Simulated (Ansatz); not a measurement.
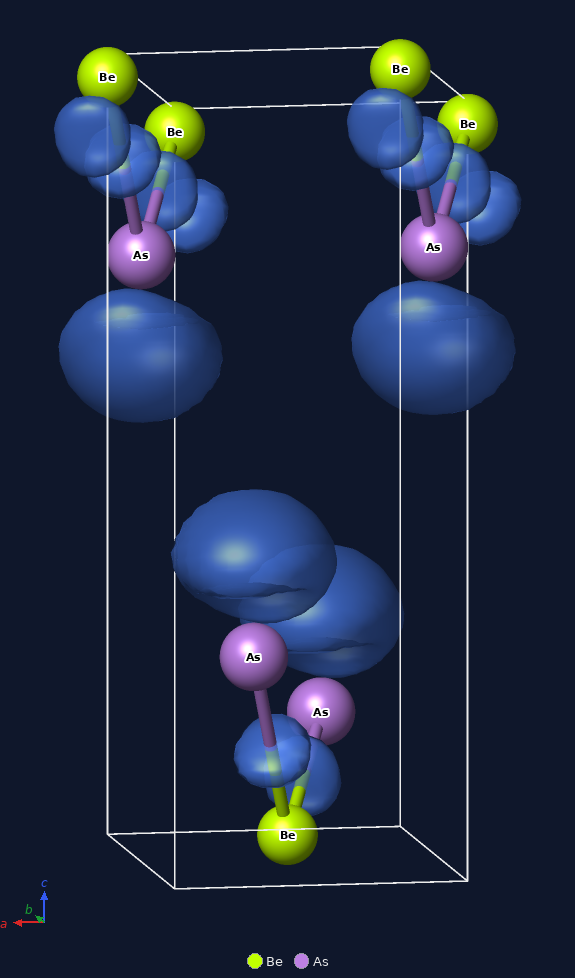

*BeAs. Isosurface of the electron localisation function at 0.75 (blue), seen at an oblique angle. Only the valence region is drawn (cores and ρ < 0.01 e/Å³ removed). Sticks mark near contacts.*

Space group Pmmn; a structure generated by program, which may or may not match a known phase.

Method: Ansatz 0.2.0, DFT PBE, scalar-relativistic, plane waves, PAW.

Core electrons are frozen (PAW), and the valence fields are smoothed inside the atomic spheres.

Question: What do the ELF domains correspond to?

Answer: The surface consists of four regions between bonded As–Be atoms and two lobes on As, pointing away from the bonds (lone pairs), counted in one cell of 4 atoms. Any copies at cell faces, edges or corners count once.

Values along the shortest contacts:
Be–As (2.32 Å): the ELF peaks at about 0.80 between the atoms. Be–As (2.38 Å): the ELF peaks at about 0.65 in the valence shell of As, 1.3 Å from its nucleus, and is about 0.60 at the midpoint.
